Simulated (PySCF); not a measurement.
SMILES CC(c1ccc(O)cc1)C at its GFN2-xTB optimised geometry (Å):

```
22

C     -2.0213    -2.0223     1.2651
C     -1.1654    -1.8989     0.0027
C     -2.0306    -2.0243    -1.2531
C     -0.3972    -0.5998     0.0000
C     -1.0519     0.6275    -0.0009
C     -0.3492     1.8147    -0.0009
C      1.0417     1.8002     0.0000
O      1.7033     2.9917     0.0008
C      1.7081     0.5828     0.0000
C      0.9901    -0.5998     0.0000
H     -2.5241    -2.9868     1.2871
H     -1.3997    -1.9348     2.1536
H     -2.7764    -1.2409     1.2975
H     -0.4416    -2.7219     0.0006
H     -1.4167    -1.9317    -2.1465
H     -2.7906    -1.2474    -1.2779
H     -2.5281    -2.9917    -1.2729
H     -2.1309     0.6625    -0.0015
H     -0.8578     2.7658    -0.0014
H      2.6550     2.8339     0.0022
H      2.7906     0.5610     0.0005
H      1.5251    -1.5391     0.0005
```

Level of theory: PBE/def2-SVP (PySCF 2.14.0).

Map of the HOMO amplitude (bohr^(-3/2)) on the plane z = 0.8 Å; orbital energy -5.12 eV, overall sign arbitrary:

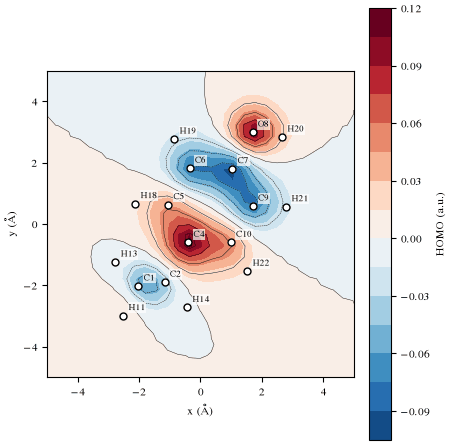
Figure: HOMO amplitude (bohr^(-3/2)) on the plane z = 0.8 Å.
